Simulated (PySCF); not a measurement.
# C2H6AlAs: excited-state calculation

- system: C2H6AlAs, SMILES C#[C][AlH2-][AsH3+]
- method: TDDFT PBE0/def2-SVPD, vertical, gas phase, core orbitals frozen in the response (PySCF 2.14.0)

The geometry comes from this level: GFN2-xTB, MD frame at 250 fs, 600 K. It belongs to a series of runs on one base structure; here: MD frame at 250 fs, 600 K.

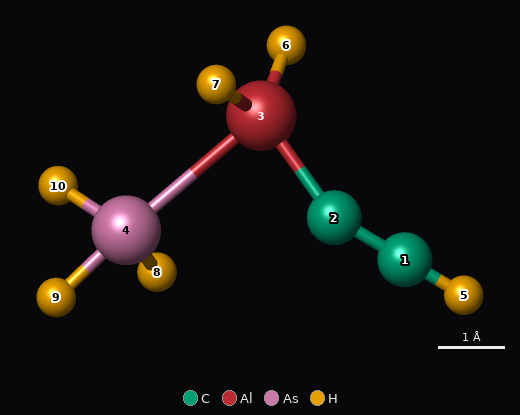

Fig. 1: The structure (ball-and-stick view, seen at a tilt; atoms are numbered from 1 in the order of the input). Sticks mark near contacts. Bond lengths as drawn: Al–As 2.69 Å, Al–C 1.92 Å, Al–H 1.52 to 1.56 Å, As–H 1.45 to 1.54 Å, C–C 1.25 Å and C–H 1.05 Å.

## Summary

- outcome: converged
- total energy: −2557.098977 hartree
- HOMO: −7.49 eV
- LUMO: −2.15 eV
- dipole moment: 2.70 D
- mean polarisability: 87.13 a.u.
- lowest excitation: 4.20 eV
- hardware: 1 CPU thread, shared host
- wall time: 9.9 s
- peak memory: 0.71 GiB

## Remarks

Spin–orbit coupling is left out, which matters for the heavy atoms.

## The input
```
{"job": {"kind": "uv", "xc": "PBE0", "basis": "def2-SVPD", "nstates": 5, "ntriplets": 0}, "charge": 0, "multiplicity": 1}
C      2.235500    -1.673500     0.151500
C      1.389800    -0.752200     0.191700
Al     0.766500     1.021600    -0.191100
As    -1.693200    -0.069900    -0.174100
H      2.941700    -2.449900     0.115700
H      1.432500     1.847100    -1.277600
H      0.247400     1.777600     1.075800
H     -1.426900    -0.920700    -1.429000
H     -3.001400    -0.746600    -0.134600
H     -2.493800     0.805100    -1.014900
```

The first line tells a small driver script what to run in PySCF; the rest is the geometry in Å.

Launched with:
```bash
OMP_NUM_THREADS=1 python <driver script> task.json out
```

## Output
```
coarse grid: 38880 points
cycle   1  E = -2557.0602103385  dE = -6.476e-01  |g| = 3.852e-01  |ddm| = 4.851e+00
cycle   2  E = -2557.0308939777  dE =  2.932e-02  |g| = 4.974e-01  |ddm| = 1.415e+00
cycle   3  E = -2557.0883110196  dE = -5.742e-02  |g| = 1.990e-01  |ddm| = 7.467e-01
cycle   4  E = -2557.0988028968  dE = -1.049e-02  |g| = 2.519e-02  |ddm| = 2.795e-01
cycle   5  E = -2557.0989839855  dE = -1.811e-04  |g| = 4.680e-03  |ddm| = 5.549e-02
cycle   6  E = -2557.0989927844  dE = -8.799e-06  |g| = 1.245e-03  |ddm| = 1.420e-02
final grid: 79616 points
cycle   7  E = -2557.0989766685  dE =  3.030e-08  |g| = 1.368e-03  |ddm| = 6.316e-03
cycle   8  E = -2557.0989756583  dE =  1.010e-06  |g| = 2.384e-03  |ddm| = 5.486e-03
cycle   9  E = -2557.0989772368  dE = -1.579e-06  |g| = 6.324e-04  |ddm| = 3.346e-03
cycle  10  E = -2557.0989773540  dE = -1.171e-07  |g| = 5.336e-05  |ddm| = 8.588e-04
cycle  11  E = -2557.0989773544  dE = -4.115e-10  |g| = 2.716e-06  |ddm| = 7.972e-05
```

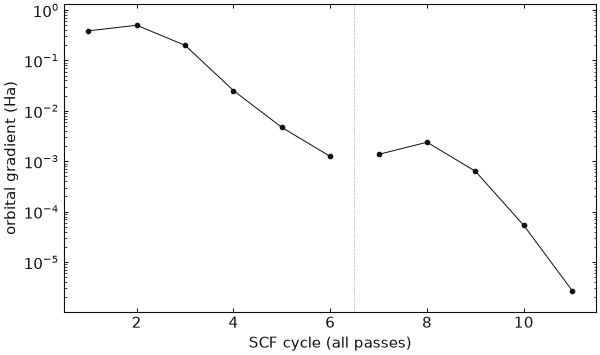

Fig. 2: Convergence of the self-consistent field: orbital gradient against the SCF cycle. The dotted line marks the change from a coarse to the final integration grid. The first 6 cycles use a coarse grid, the final grid takes over at cycle 7, and the field converges after 11 cycles in all.

```
converged SCF energy = -2557.0989773544

Static polarisability (au): isotropic 87.130, principal 68.688 86.207 106.493

Singlet excitations
state   eV       nm        f      main configurations
  1   4.2023    295.0   0.01356   H->L 0.93
  2   4.5064    275.1   0.02359   H-1->L 0.93
  3   4.9455    250.7   0.01074   H-2->L 0.95
  4   5.6381    219.9   0.00140   H->L+2 0.61, H-2->L+2 0.13
  5   6.0429    205.2   0.00424   H-3->L 0.26, H-1->L+2 0.24, H->L+1 0.19
```

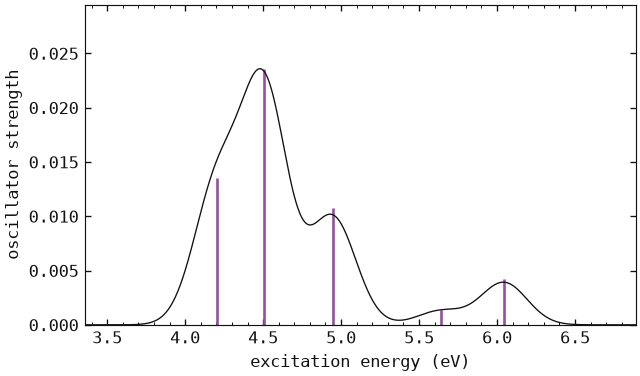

Fig. 3: Computed excitations as sticks (degenerate states added up, dark ones marked on the axis), with a Gaussian envelope of 0.35 eV full width at half maximum, scaled to the tallest. Of the 5 states the lowest lies at 4.20 eV (f = 0.014); the strongest line is at 4.51 eV, or 275 nm (f = 0.024).

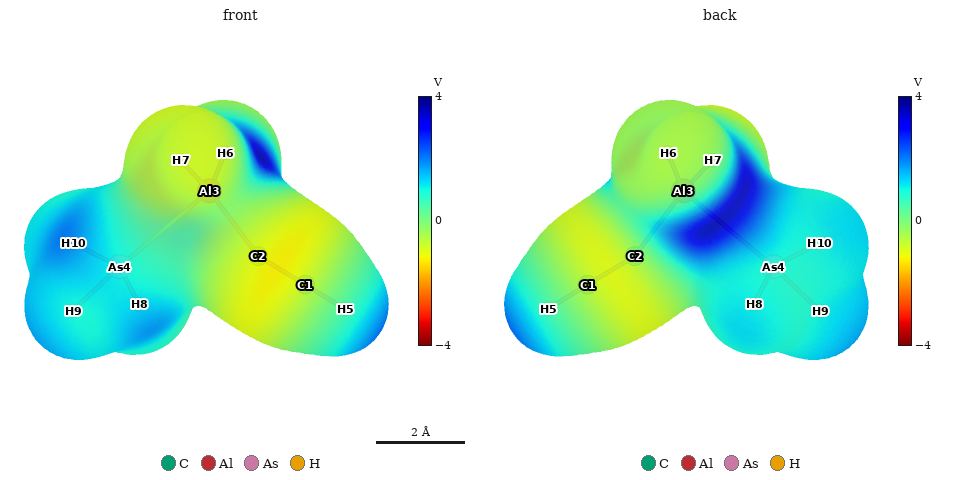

Fig. 4: The electrostatic potential painted on the density surface at 0.004 e/bohr³, seen face on and from behind; red is negative and blue positive. Its dipole moment is 2.70 D.

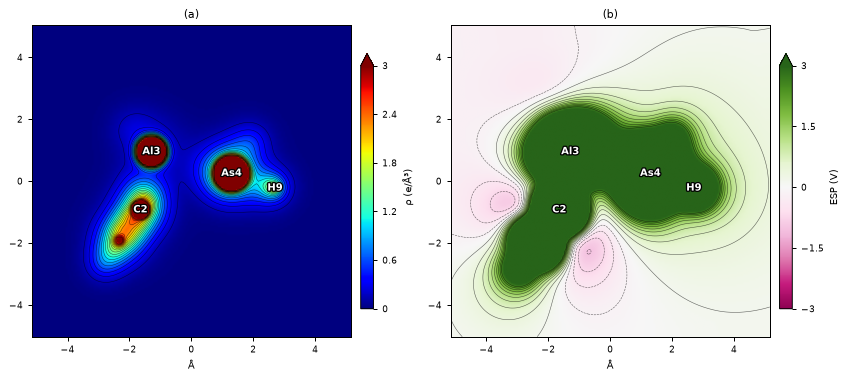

Fig. 5: (a) electron density; (b) electrostatic potential on the plane of atoms C2, Al3 and As4. The section cuts through C, Al, As and H sites. Al–As (2.69 Å): ρ at the midpoint is about 0.25 e/Å³, with its minimum of 0.17 e/Å³ about 1.0 Å from Al. As–H (1.47 Å): ρ at the midpoint is about 1.2 e/Å³, with its minimum of 1.1 e/Å³ about 0.9 Å from As.

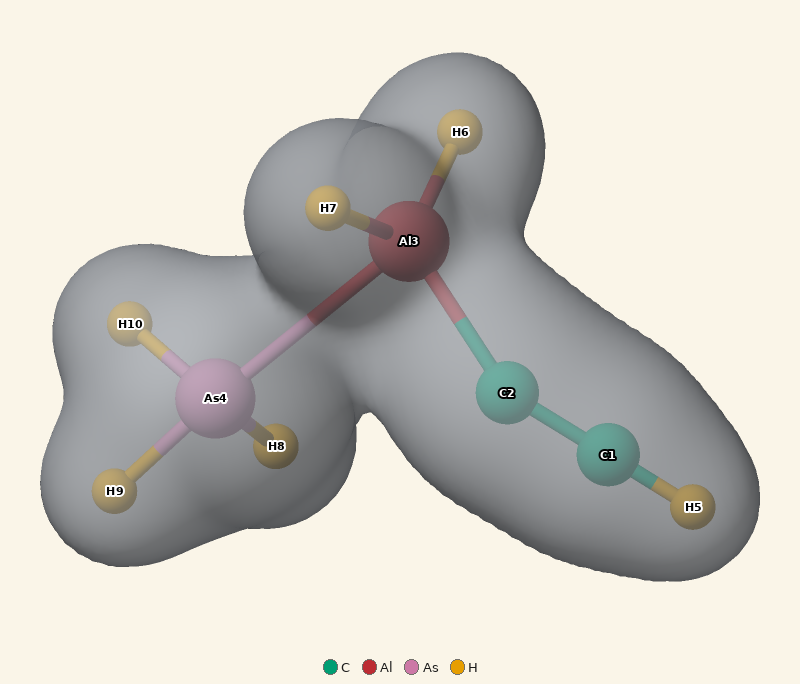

Fig. 6: Isosurface of the total electron density at 0.1 e/Å³ (grey), seen at a tilt. At this value the surface is in one piece. On the grid the lowest density along these lines, outside the cores, is 2.5 e/Å³ (C–C, 1.25 Å), 0.6 e/Å³ (C–Al, 1.92 Å), 0.17 e/Å³ (Al–As, 2.69 Å) and 2 e/Å³ (C–H, 1.05 Å).
